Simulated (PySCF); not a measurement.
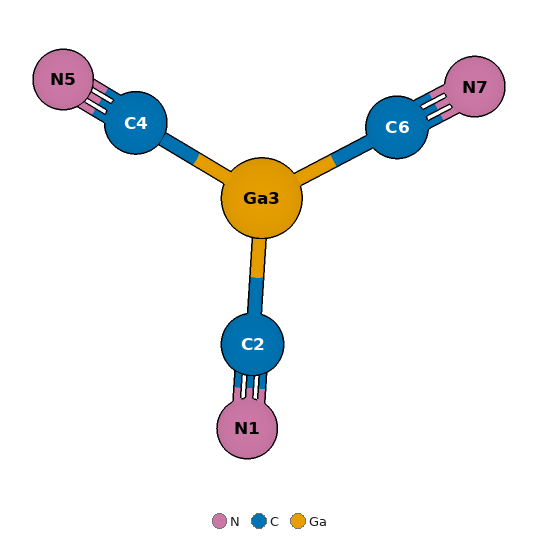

Computed geometry: GFN2-xTB optimisation. No frequency run is at hand to confirm it as a minimum. Method: B3LYP/pcJ-1 (pcSseg-1 on Ga) indirect spin-spin coupling, non-relativistic, gas phase (PySCF 2.14.0). Isotopes: 13C, 15N.

Give the spin–spin coupling constants of these pairs, with the number of bonds between them: N1/C2, C4/N5, C6/N7, C2/C6, C2/C4, C4/C6.

```json
{"pair": "N1, C2", "bonds apart": "1", "J (Hz)": "−11.3"}
{"pair": "C4, N5", "bonds apart": "1", "J (Hz)": "−11.3"}
{"pair": "C6, N7", "bonds apart": "1", "J (Hz)": "−11.3"}
{"pair": "C2, C6", "bonds apart": "2", "J (Hz)": "22.8"}
{"pair": "C2, C4", "bonds apart": "2", "J (Hz)": "22.8"}
{"pair": "C4, C6", "bonds apart": "2", "J (Hz)": "22.7"}
```

The geometry is semi-empirical. Around Ga such bond lengths and angles can be off by a tenth of an ångström or more and by several degrees, and values that hang on the shape move with them.
